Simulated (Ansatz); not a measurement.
C₂H₃AlClF (SMILES C=[C](F)[AlH][Cl])

```csv
atom,x (Å),y (Å),z (Å)
C,-0.2702,0.4711,1.3235
C,0.5527,-0.0571,0.4051
F,1.8305,-0.3522,0.7725
Al,0.0749,-0.4487,-1.4512
Cl,-1.9144,0.0066,-1.9808
H,0.0626,0.6683,2.3489
H,-1.2995,0.7128,1.0465
H,1.0557,-1.0579,-2.5204
```

Method: RKS r2SCAN/def2-SVP in Ansatz 0.2.0.

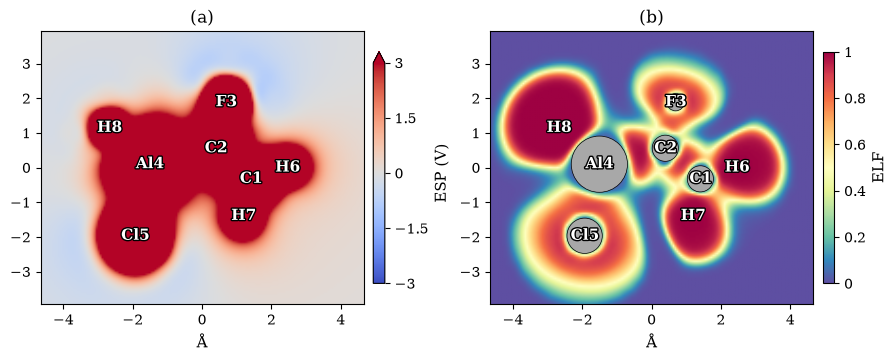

Figure 1. (a) molecular electrostatic potential; (b) ELF on the molecular plane. Grey discs cover the atomic cores in the ELF map.

**Interpret the plot.**

Atoms in the plane: C, F, Al, Cl and H. C–C (1.34 Å): the ELF peaks at about 0.95 between the atoms; a multiple bond. C–F (1.36 Å): the ELF peaks at about 0.85 between the atoms (a polar covalent bond). C–Al (1.96 Å): the ELF peaks at about 1 in the valence shell of C, 0.7 Å from its nucleus, and is about 0.90 at the midpoint. Al–Cl (2.11 Å): the ELF peaks at about 0.90 in the valence shell of Cl, 0.8 Å from its nucleus, and is about 0.80 at the midpoint. C–H (1.09 Å): the ELF climbs to about 1 towards the hydrogen, as it does in any bond to H (an ordinary covalent bond to hydrogen). The ELF also peaks beside Cl5 and F3, away from the bonds: lone-pair regions. Outside the dense part of the molecule the potential is most negative (−0.8 V) near F3.

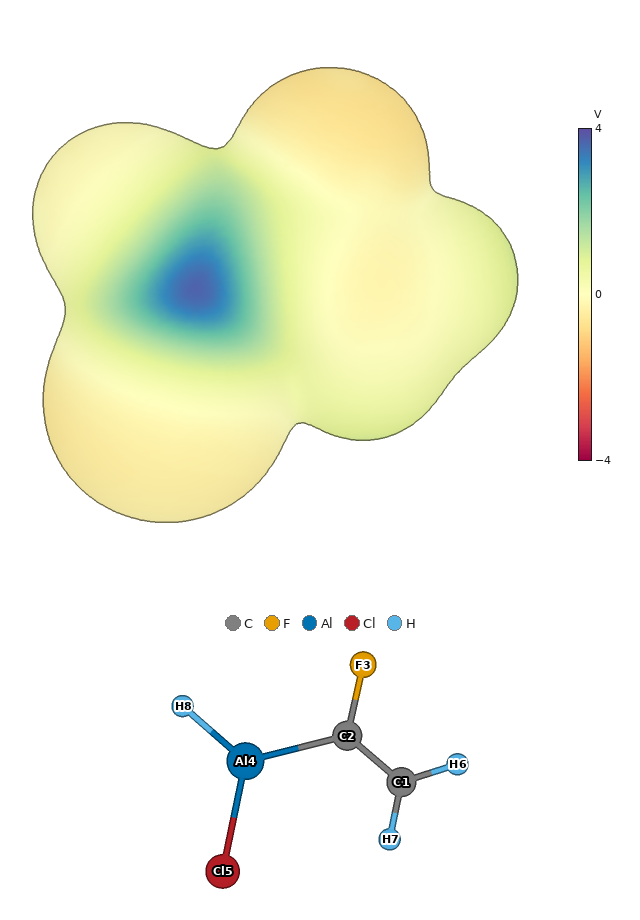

Figure 2. The molecular electrostatic potential painted on the density surface at 0.002 e/bohr³, seen across its widest extent; the colour scale runs from red (negative) to blue (positive). The bare structure is drawn below in the same view.

**Which sites attract a positive test charge, and which a negative one?**

A positive charge is drawn to the negative regions and a negative charge to the positive ones. The most negative region (about −0.7 V, or −16 kcal/mol for a unit charge) lies over F3, the most positive (about +3.6 V, or +83 kcal/mol for a unit charge) over Al4.

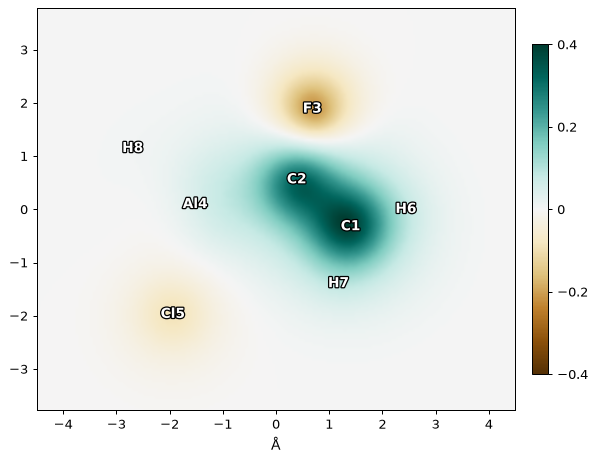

Figure 3. One frontier orbital on a plane 0.8 Å above the molecular plane (values in Å⁻³ᐟ²; the overall sign is arbitrary).

**Which orbital is it: HOMO or LUMO?**

The HOMO, at −6.84 eV. Its weight (Hirshfeld) is mainly on C1 (about 40 %), C2 (about 30 %) and F3 (about 20 %); it changes sign across the molecular plane (π type); π-bonding across C1–C2; π-antibonding (a node) across C2–F3.
